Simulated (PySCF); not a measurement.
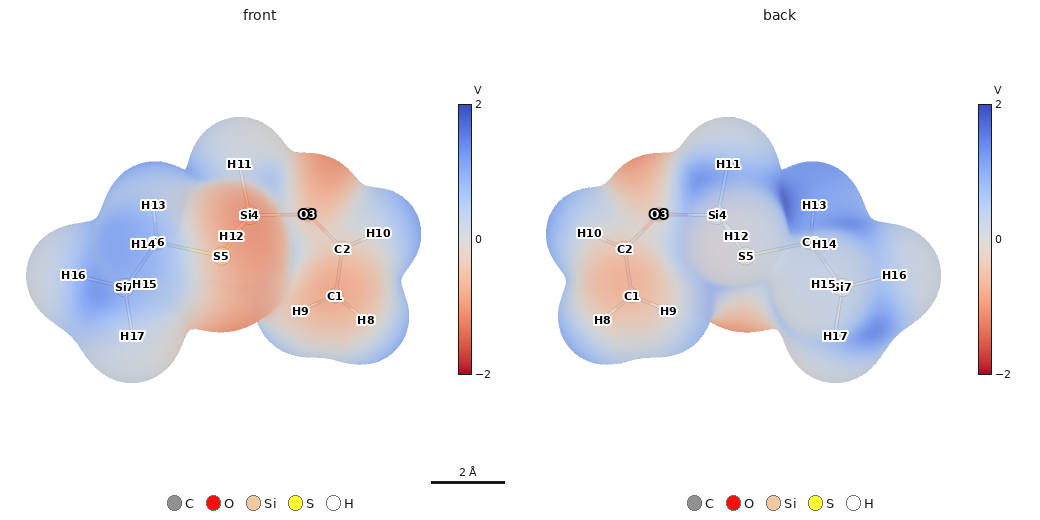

*C$_{3}$H$_{10}$OSSi$_{2}$. The molecular electrostatic potential painted on the density surface at 0.002 e/bohr³, seen from the front and from behind; the colour scale runs from red (negative) to blue (positive).*

Geometry: GFN2-xTB.

All numbers below come from PySCF 2.14.0, PBE0/pcSseg-1, SCF density, gas phase, non-relativistic.

Input file:

```
{"job": {"kind": "nmr", "xc": "PBE0", "basis": "pcSseg-1"}, "charge": 0, "multiplicity": 1}
C     -2.904038     1.132591     0.532052
C     -3.151061    -0.127522     0.228913
O     -2.262138    -1.021440    -0.242762
Si    -0.685116    -0.963169    -0.596857
S      0.451718    -0.456871     1.139809
C      2.157364    -0.742875     0.531172
Si     2.890853     0.825871    -0.257857
H     -3.682209     1.771627     0.903786
H     -1.918418     1.551853     0.430962
H     -4.134315    -0.570199     0.335190
H     -0.454781    -2.349850    -0.961666
H     -0.387316    -0.001675    -1.654819
H      2.128781    -1.589902    -0.149651
H      2.724318    -1.039686     1.410975
H      2.096776     1.182966    -1.434633
H      4.264283     0.510411    -0.656030
H      2.858302     1.899900     0.730429
```

Launched as:

```sh
OMP_NUM_THREADS=1 python probes_run.py task.json out
```

Question: Where is the surface potential most negative and most positive?

Answer: The most negative region (about −1.0 V) lies over S5, the most positive (about +1.5 V) over Si4.

Question: How polar is the molecule by this calculation?

Answer: Its dipole moment is 1.27 D.
